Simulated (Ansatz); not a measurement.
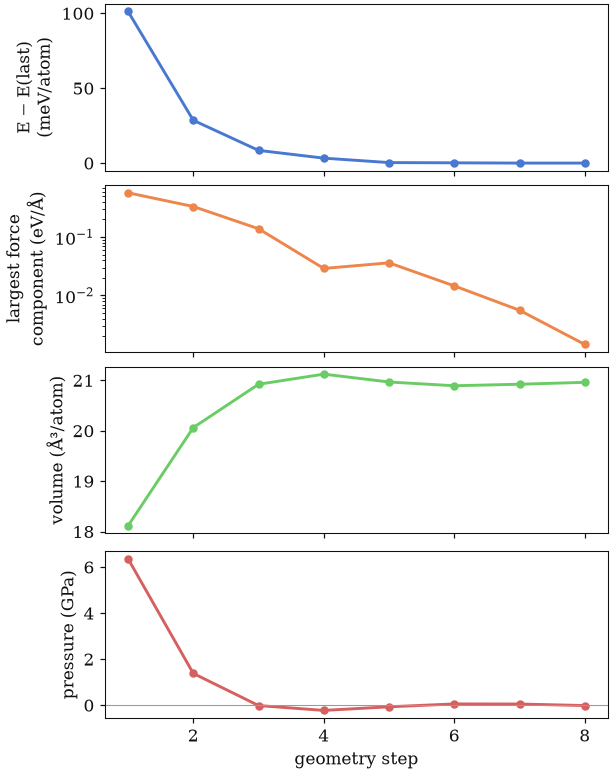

History of a geometry optimisation. Atoms and cell relax. A closing SCF on a freshly chosen basis isn't drawn.

```
crystal:
  lattice:
    - [0.0, 4.155514, 0.0]
    - [4.155514, 0.0, 0.0]
    - [2.077757, 2.077757, -5.244777]
  atoms:
    - { symbol: Ag, position: [0.75, 0.25, 0.5] }
    - { symbol: Ag, position: [0.25, 0.75, 0.5] }
    - { symbol: Li, position: [0.389, 0.389, 0.222] }
    - { symbol: Li, position: [0.611, 0.611, 0.778] }
    - { symbol: Ca, position: [0.0, 0.0, 0.0] }
  symmetry: { tolerance: 0.0003 }
kpoints:
  mp_grid: { grid: [5, 5, 5], shift: [0, 0, 0] }
magnetization:
  spin_polarized: false
scf:
  occupations: { method: fermi_dirac }
  convergence: { dr2_threshold: 1.0e-05 }
hamiltonian:
  pseudopotentials: { kind: paw }
  xc: r2scan
basis:
  ecutwfc: 500
output:
  forces: true
  stress: true
  eigenvalues: true
relax:
  max_steps: 40
  cell: {}
```

Command:
```bash
ansatz run input.yaml --threads 1 --pin off --max-ram 2560MiB --backend cpu --events-out ev --progress --plain --runs-dir out
```

> How did it end, and what did it gain?

The optimisation met its thresholds at geometry 8, counting the start as the first. The energy fell by about 100 meV/atom from the first step to the last. The largest force component goes from about 0.57 eV/Å at the start to 1.5 × 10⁻³ eV/Å at the end.

> Was the starting cell too large or too small?

The volume grows from 18.1 to 21.0 Å³ per atom (+16 %), as the pressure goes from 6.4 GPa to about 0 GPa. The start was compressed.

> By which step was nine tenths of the energy gained?

By step 3 of 8.

> Is anything amiss with this input?

Its settings were drawn outside the usual range, so the numbers aren't converged properties of the system.
